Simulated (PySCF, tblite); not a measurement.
# C5H9FO2Si: geometry, infrared bands and NMR shifts

Aim: predict the infrared bands and NMR shifts of C5H9FO2Si (`CCO[SiH2]/C(F)=C\C=O`).

Programs: tblite 0.8.0 and PySCF 2.14.0, with density-fitted response routines of our own. Each step states its level of theory. These are calculated values for one molecule in the gas phase, unless marked as measured. Atoms are numbered from 0 throughout.

### 1 The starting structure

18 atoms, charge 0, multiplicity 1; geometry from: force field or distance geometry start.

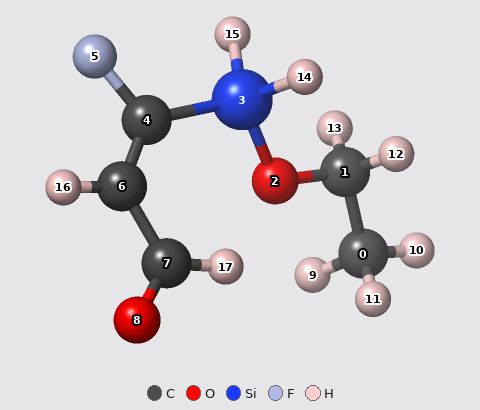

The starting geometry (carbon dark grey, oxygen red, silicon blue, fluorine light blue, hydrogen pink), atoms numbered; sticks join atoms by distance.

### 2 Relaxing the molecule with GFN2-xTB

The job: settings as JSON, then the geometry in Å.

```
{"job": {"kind": "relax", "xc": "GFN2-xTB", "basis": "xTB"}, "charge": 0, "multiplicity": 1}
C      2.432900     0.738200     1.235300
C      1.901100     0.756200    -0.200600
O      0.657000     0.082400    -0.208200
Si    -0.161300    -0.026600    -1.673900
C     -1.694500    -1.043500    -1.525600
F     -1.984500    -1.797600    -2.627200
C     -2.561500    -1.128900    -0.520100
C     -2.485300    -0.415900     0.781700
O     -3.357500    -0.578100     1.627100
H      2.529100    -0.287500     1.603600
H      3.390200     1.242000     1.301200
H      1.714800     1.239800     1.908000
H      1.791500     1.791400    -0.517900
H      2.627700     0.234200    -0.843000
H     -0.508500     1.349100    -2.099400
H      0.763800    -0.614500    -2.653700
H     -3.423500    -1.782000    -0.609200
H     -1.640400     0.247600     0.943600
```

Started as:

```
$ OMP_NUM_THREADS=1 python probes_run.py task.json out
```

One launch serves the whole session: the jobs run in the order shown.

Log:

```text
step      E/eV     max force
  0    -812.97602    2.164
  1    -813.09330    1.811
  2    -813.12395    0.728
  3    -813.14184    0.358
  4    -813.15865    0.328
  5    -813.16839    0.322
  6    -813.17836    0.223
  7    -813.18587    0.187
  8    -813.19137    0.164
  9    -813.19455    0.149
 10    -813.19689    0.145
 11    -813.19929    0.116
 12    -813.20152    0.136
 13    -813.20339    0.103
 14    -813.20518    0.082
 15    -813.20689    0.091
 16    -813.20842    0.110
 17    -813.20978    0.112
 18    -813.21109    0.086
 19    -813.21239    0.114
 20    -813.21366    0.112
 21    -813.21488    0.079
 22    -813.21610    0.087
 23    -813.21727    0.076
 24    -813.21828    0.076
 25    -813.21917    0.085
 26    -813.22013    0.089
 27    -813.22127    0.086
 28    -813.22261    0.085
 29    -813.22415    0.092
 30    -813.22599    0.132
 31    -813.22825    0.150
 32    -813.23077    0.125
 33    -813.23302    0.138
 34    -813.23497    0.136
 35    -813.23694    0.123
 36    -813.23886    0.116
 37    -813.24044    0.094
 38    -813.24161    0.081
 39    -813.24252    0.085
 40    -813.24337    0.075
 41    -813.24416    0.057
 42    -813.24484    0.066
 43    -813.24547    0.072
 44    -813.24617    0.069
 45    -813.24696    0.063
 46    -813.24769    0.063
 47    -813.24825    0.061
 48    -813.24871    0.061
 49    -813.24915    0.045
 50    -813.24951    0.032
 51    -813.24974    0.039
 52    -813.24991    0.038
 53    -813.25009    0.031
 54    -813.25030    0.031
 55    -813.25052    0.031
 56    -813.25072    0.037
 57    -813.25092    0.036
 58    -813.25115    0.036
 59    -813.25139    0.033
 60    -813.25164    0.038
 61    -813.25190    0.043
 62    -813.25219    0.043
 63    -813.25246    0.040
 64    -813.25267    0.028
 65    -813.25281    0.024
 66    -813.25293    0.022
 67    -813.25306    0.024
 68    -813.25320    0.024
 69    -813.25331    0.025
 70    -813.25341    0.024
 71    -813.25349    0.020
 72    -813.25354    0.016
 73    -813.25358    0.017
 74    -813.25364    0.023
 75    -813.25372    0.028
 76    -813.25382    0.027
 77    -813.25389    0.019
 78    -813.25394    0.017
 79    -813.25398    0.018
 80    -813.25403    0.016
 81    -813.25407    0.011
 82    -813.25410    0.011
 83    -813.25413    0.013
 84    -813.25415    0.013
 85    -813.25417    0.008
```

It took 1.1 s on 1 thread of Arm Neoverse N1, shared host; peak memory 0.18 GiB.

Step by step: (not every step is listed)

```
step  energy from step 0 (eV)  largest force (eV/Å)
   0                   0.0000                2.1638
   1                  -0.1173                1.8112
   2                  -0.1479                0.7283
   3                  -0.1658                0.3582
   4                  -0.1826                0.3281
   5                  -0.1924                0.3216
   6                  -0.2023                0.2225
   7                  -0.2099                0.1867
   8                  -0.2154                0.1643
  15                  -0.2309                0.0915
  22                  -0.2401                0.0869
  29                  -0.2481                0.0918
  36                  -0.2628                0.1161
  43                  -0.2695                0.0719
  50                  -0.2735                0.0318
  57                  -0.2749                0.0359
  64                  -0.2767                0.0275
  71                  -0.2775                0.0198
  78                  -0.2779                0.0171
  80                  -0.2780                0.0155
  81                  -0.2781                0.0106
  82                  -0.2781                0.0110
  83                  -0.2781                0.0134
  84                  -0.2781                0.0125
  85                  -0.2782                0.0082
```

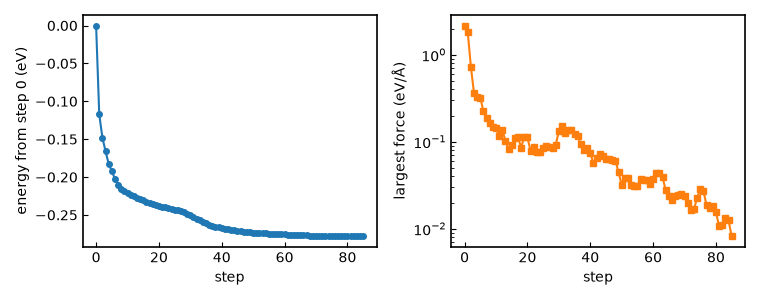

Energy and largest force along the relaxation.

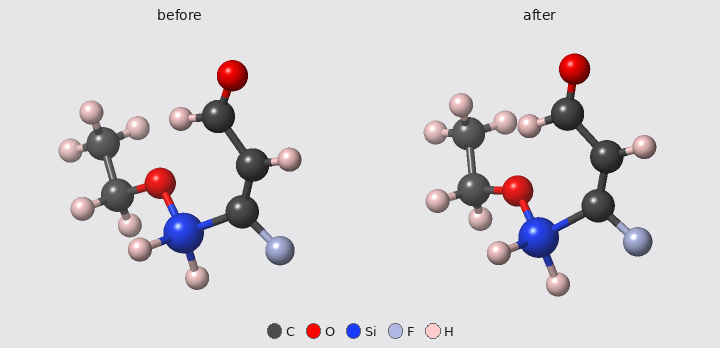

Before and after, at one scale.

Distances of close pairs at the start and the end, largest changes first:

```
   bond  before (Å)  after (Å)  change (Å)
 O2–Si3       1.682      1.609      -0.073
 Si3–C4       1.846      1.902      +0.056
  C6–C7       1.486      1.454      -0.032
  C7–O8       1.225      1.206      -0.019
 C0–H11       1.104      1.087      -0.018
 C7–H17       1.086      1.104      +0.017
  C4–F5       1.366      1.351      -0.015
Si3–H14       1.481      1.466      -0.015
```

The next job starts from the end point, and lists it.

### 3 Infrared spectrum with GFN2-xTB

The job: settings as JSON, then the geometry in Å.

```
{"job": {"kind": "ir", "xc": "GFN2-xTB", "basis": "xTB"}, "charge": 0, "multiplicity": 1}
C      2.148868     0.606887     1.315648
C      1.878849     0.774554    -0.170607
O      0.695850     0.094644    -0.506715
Si    -0.130697     0.041724    -1.886472
C     -1.630582    -1.049539    -1.465013
F     -1.954538    -1.848085    -2.505644
C     -2.411819    -1.133368    -0.384143
C     -2.216780    -0.312930     0.800370
O     -2.882912    -0.387960     1.803185
H      2.221113    -0.449291     1.560831
H      3.079966     1.099381     1.581076
H      1.338709     1.040847     1.895598
H      1.772976     1.834755    -0.426489
H      2.706590     0.364946    -0.760107
H     -0.599368     1.361858    -2.320138
H      0.606235    -0.614610    -2.965944
H     -3.238652    -1.833502    -0.357160
H     -1.392568     0.416006     0.713421
```

Log:

```text
mode    cm-1     km/mol
  1     -21.7      1.49
  2      18.7      0.23
  3      51.5      1.50
  4      84.0      0.64
  5     111.2      9.98
  6     144.7      4.43
  7     205.3      1.29
  8     217.6      1.16
  9     225.9      2.77
 10     270.1      9.57
 11     353.9      1.48
 12     387.5      3.05
 13     432.0     35.97
 14     487.9      5.48
 15     555.7    126.36
 16     592.0     13.61
 17     677.0      3.87
 18     756.7    259.58
 19     782.9     76.91
 20     806.6    205.76
 21     826.6      2.73
 22     876.6     44.50
 23     919.9      8.75
 24    1012.1     39.80
 25    1096.5     21.88
 26    1102.2    202.81
 27    1140.8      9.87
 28    1141.2      7.61
 29    1157.3    321.66
 30    1247.6     24.68
 31    1258.9      2.22
 32    1339.1      9.63
 33    1371.2     12.25
 34    1401.8     10.62
 35    1473.4      4.90
 36    1484.9      0.32
 37    1490.4      3.71
 38    1634.0    146.17
 39    1737.4    363.57
 40    2227.2    323.38
 41    2277.3    177.29
 42    2815.2     91.16
 43    2907.1     45.16
 44    2930.1     51.81
 45    3049.4     17.84
 46    3050.4     19.01
 47    3053.8     25.79
 48    3055.0      9.56
```

Run time: 1.2 s. Hardware: 1 thread of Arm Neoverse N1, shared host; peak memory 0.18 GiB.

Which atoms move in the most intense modes:

```
cm⁻¹  km/mol                                  atoms
 757   259.6  H15 37 %, H14 35 %, O2 11 %, Si3 10 %
 807   205.8                     H14 44 %, H15 43 %
1102   202.8             C4 35 %, F5 16 %, H16 16 %
1157   321.7                       O2 49 %, C1 32 %
1634   146.2                       C6 51 %, C4 45 %
1737   363.6                       C7 59 %, O8 39 %
2227   323.4                     H14 84 %, H15 12 %
2277   177.3                     H15 85 %, H14 13 %
```

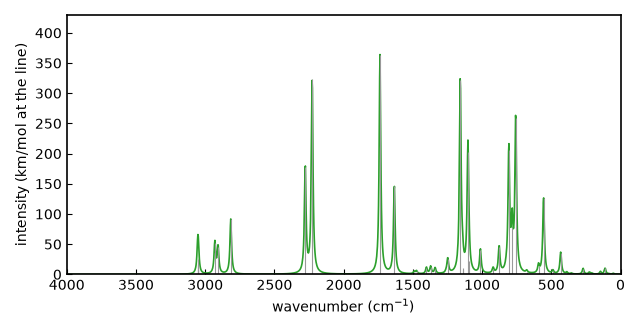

The infrared spectrum from these modes, unscaled. Lines are broadened to a width of 14 cm⁻¹ (Lorentzian).

### 4 Shielding tensors: PBE0/pcSseg-1

Same as in step 3 but for these lines:

```diff
@@ -1,2 +1,2 @@
-{"job": {"kind": "ir", "xc": "GFN2-xTB", "basis": "xTB"}, "charge": 0, "multiplicity": 1}
+{"job": {"kind": "nmr", "xc": "PBE0", "basis": "pcSseg-1"}, "charge": 0, "multiplicity": 1}
 C      2.148868     0.606887     1.315648
```

Method: GIAO PBE0/pcSseg-1 NMR shielding, non-relativistic, gas phase.

Log:

```text
coarse grid: 15896 points
cycle   1  E = -734.7508954998  dE =  1.277e+00  |g| = 1.068e+00  |ddm| = 3.801e+00
cycle   2  E = -734.0917977345  dE =  6.591e-01  |g| = 2.079e+00  |ddm| = 3.248e+00
cycle   3  E = -734.9562703483  dE = -8.645e-01  |g| = 2.642e-01  |ddm| = 2.636e+00
cycle   4  E = -734.9681738792  dE = -1.190e-02  |g| = 1.306e-01  |ddm| = 3.318e-01
cycle   5  E = -734.9710121490  dE = -2.838e-03  |g| = 3.233e-02  |ddm| = 1.221e-01
cycle   6  E = -734.9712111015  dE = -1.990e-04  |g| = 8.939e-03  |ddm| = 2.993e-02
cycle   7  E = -734.9712263049  dE = -1.520e-05  |g| = 2.427e-03  |ddm| = 8.052e-03
cycle   8  E = -734.9712273112  dE = -1.006e-06  |g| = 1.018e-03  |ddm| = 2.869e-03
final grid: 150336 points
cycle   9  E = -735.0525562432  dE = -2.282e-05  |g| = 1.447e-02  |ddm| = 2.564e-02
cycle  10  E = -735.0524646340  dE =  9.161e-05  |g| = 2.644e-02  |ddm| = 3.097e-02
cycle  11  E = -735.0525946604  dE = -1.300e-04  |g| = 3.214e-03  |ddm| = 2.264e-02
cycle  12  E = -735.0525966711  dE = -2.011e-06  |g| = 4.549e-04  |ddm| = 2.664e-03
cycle  13  E = -735.0525967002  dE = -2.914e-08  |g| = 1.931e-04  |ddm| = 5.143e-04
cycle  14  E = -735.0525967078  dE = -7.574e-09  |g| = 3.955e-05  |ddm| = 1.911e-04
cycle  15  E = -735.0525967081  dE = -2.999e-10  |g| = 1.749e-05  |ddm| = 4.614e-05
converged SCF energy = -735.0525967081

GIAO shielding tensors (ppm)
atom      isotropic    diamagn.    paramagn.     s11        s22        s33       span
  0 C      166.551     247.366     -80.814    148.591    165.726    185.336     36.745
  1 C      123.166     240.831    -117.665     92.661    108.778    168.060     75.399
  2 O      303.978     404.379    -100.401    279.334    299.449    333.151     53.817
  3 Si     386.448     881.648    -495.199    340.172    364.529    454.644    114.472
  4 C      -11.441     260.119    -271.559   -127.571     18.606     74.643    202.214
  5 F      245.694     473.270    -227.576    119.691    208.048    409.342    289.651
  6 C       50.378     257.216    -206.838    -46.458     70.956    126.636    173.094
  7 C       -7.725     255.170    -262.894    -97.847    -28.886    103.559    201.406
  8 O     -375.320     396.353    -771.673  -1075.921   -428.376    378.337   1454.258
  9 H       30.073      30.295      -0.222     26.595     28.433     35.192      8.597
 10 H       30.637      27.258       3.379     26.655     27.560     37.697     11.043
 11 H       30.073      30.945      -0.872     26.235     28.744     35.240      9.005
 12 H       27.710      29.229      -1.519     22.717     27.833     32.579      9.861
 13 H       27.641      28.438      -0.798     22.446     27.729     32.747     10.301
 14 H       26.297      29.441      -3.144     23.493     24.522     30.875      7.382
 15 H       26.578      29.208      -2.630     23.374     25.065     31.295      7.920
 16 H       25.098      29.601      -4.504     22.105     24.217     28.971      6.867
 17 H       21.339      34.923     -13.584     17.709     21.897     24.411      6.701
```

It took 87 s on 1 thread of Arm Neoverse N1, shared host; peak memory 0.92 GiB.

Shifts follow as δ = σ(reference) − σ, with reference shieldings (ppm) from runs at the same level and on the same kind of geometry: ¹H TMS 31.72, ¹³C TMS 186.9, ²⁹Si TMS 349.2, ¹⁹F CFCl3 170.9, ¹⁷O H2O 336.1. The references are single molecules in the gas phase, so shifts against H2O, NH3, PH3, H3PO4 or CFCl3 are not on the usual liquid scales and can be off by tens of ppm. Atoms listed in one row are averaged.

```
       atoms                                environment  σ (ppm)  δ (ppm)  δ scaled to CDCl3
          C4                 β carbon of a C=C–C=O unit    -11.4    198.4              191.7
          C7                   aldehyde carbonyl carbon     -7.7    194.6              188.1
          C6                 α carbon of a C=C–C=O unit     50.4    136.5              131.4
          C1                        sp3 CH2 bonded to O    123.2     63.8               60.3
          C0                              methyl carbon    166.6     20.4               18.0
         H17    hydrogen on an aldehyde carbonyl carbon    21.34    10.38               9.89
         H16  hydrogen on an α carbon of a C=C–C=O unit    25.10     6.62               6.35
    H14, H15       hydrogen on a silicon bonded to C, O    26.44     5.28                  –
    H12, H13         hydrogen on an sp3 CH2 bonded to O    27.68     4.04               3.92
H9, H10, H11                hydrogen on a methyl carbon    30.26     1.46               1.48
          O8                            aldehyde oxygen   -375.3    711.4                  –
          O2                     oxygen bonded to C, Si    304.0     32.1                  –
         Si3                silicon bonded to C, O, 2 H    386.4    -37.3                  –
          F5                           vinylic fluorine    245.7    -74.7                  –
```

The scaled column applies a straight-line fit of computed shieldings to shifts measured in CDCl3, and one for carbons that bear F (root-mean-square error 0.16 ppm for H, 1.9 ppm for C).

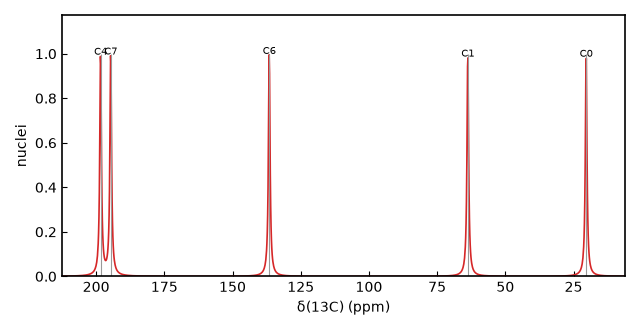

¹³C lines at the computed shifts, without couplings. Lines are broadened to a width of 0.71 ppm (Lorentzian).

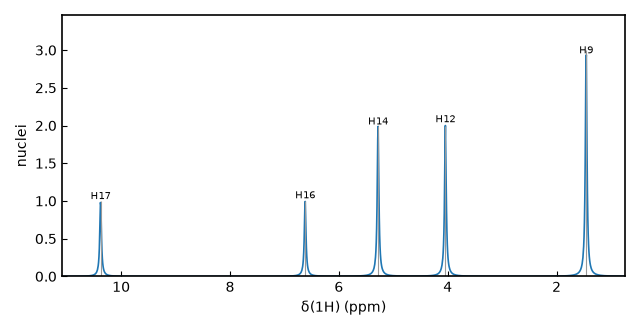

¹H lines at the computed shifts, without couplings. Lines are broadened to a width of 0.04 ppm (Lorentzian).

Charges from the same density, by scheme (e):

```
atoms  Mulliken    IAO  Hirshfeld  ESP fit
   C0     -0.28  -0.42      -0.12    -0.42
   C1      0.03  -0.04       0.02     0.31
   O2     -0.64  -0.65      -0.21    -0.40
  Si3      0.84   1.00       0.40     0.52
   C4      0.04   0.05       0.02     0.09
   F5     -0.27  -0.26      -0.08    -0.15
   C6     -0.21  -0.23      -0.08    -0.33
   C7      0.26   0.25       0.11     0.44
   O8     -0.37  -0.40      -0.24    -0.45
```

IAO charges:

C0 -0.42; C1 -0.04; O2 -0.65; Si3 1.00; C4 0.05; F5 -0.26; C6 -0.23; C7 0.25; O8 -0.40; H9 0.15; H10 0.15; H11 0.15; H12 0.13; H13 0.13; H14 -0.15; H15 -0.14; H16 0.18; H17 0.10

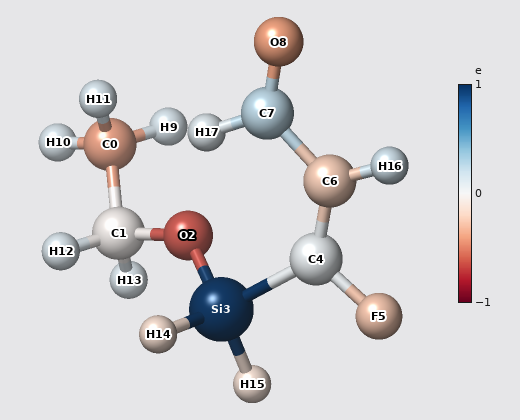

IAO charges, as colours on the atoms.

Mayer bond orders: C0–C1 1.06, C1–O2 0.86, O2–Si3 0.99, Si3–C4 0.84, C4–F5 0.89, C4–C6 1.70, C6–C7 1.06, C7–O8 1.93.

The fields below are evaluated on a grid from the run's orbitals.

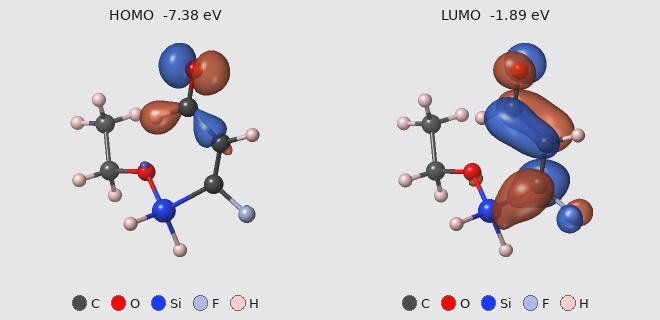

PBE0/pcSseg-1 orbitals near the gap, drawn at the value that encloses 70 % of each; the two colours are the two signs.

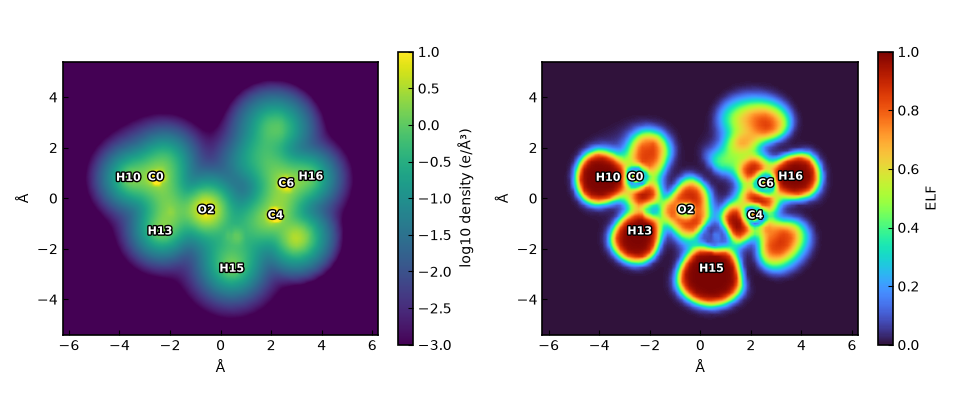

Density (left) and ELF (right) in a plane through or near 8 of the atoms.

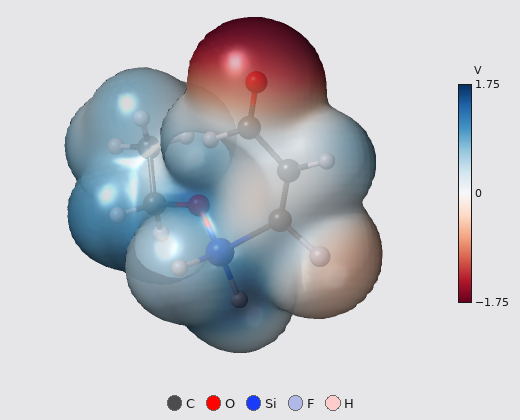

The potential that a unit positive charge feels on the 0.002 e/bohr³ surface, from -1.75 V near O8 to 1.68 V near H14.

### 5 Outcome

| quantity | value |
| --- | --- |
| strongest single infrared mode (GFN2-xTB) | 1737 cm⁻¹, 364 km/mol |
| zero-point energy (GFN2-xTB) | 80.4 kcal/mol |
| ¹³C shifts against TMS (PBE0/pcSseg-1) | 198.4, 194.6, 136.5, 63.8, 20.4 ppm |
| ¹H shifts against TMS (PBE0/pcSseg-1, means over atoms taken as alike) | 10.38, 6.62, 5.28, 4.04, 1.46 ppm |
| ¹⁷O shifts against H2O (PBE0/pcSseg-1) | 711.4, 32.1 ppm |
| ²⁹Si shifts against TMS (PBE0/pcSseg-1) | -37.3 ppm |
| ¹⁹F shifts against CFCl3 (PBE0/pcSseg-1) | -74.7 ppm |
| surface potential, least and greatest | -1.75 V and 1.68 V |

What this shows: Over 85 steps the energy fell by 0.278 eV; of the close pairs, O2–Si3 changed most, 1.682 to 1.609 Å. The lowest mode is imaginary (22i cm⁻¹), so the xTB geometry is not a minimum. The strongest single mode, at 1737 cm⁻¹, moves mainly C7 and O8. Unscaled tight-binding wavenumbers are off by several per cent, some by more. Its intensities can rank the bands wrongly. The most deshielded hydrogen is H17 (hydrogen on an aldehyde carbonyl carbon), at 10.38 ppm: the formyl region, downfield of aromatic protons. At PBE0/pcSseg-1: Shielding is most anisotropic at O8 (span 1454 ppm, paramagnetic term -772 ppm). At PBE0/pcSseg-1, counted by nearest atom on the grid, the HOMO lies on O8 68 %; H17 14 %, the LUMO on C4 30 %; O8 18 %.
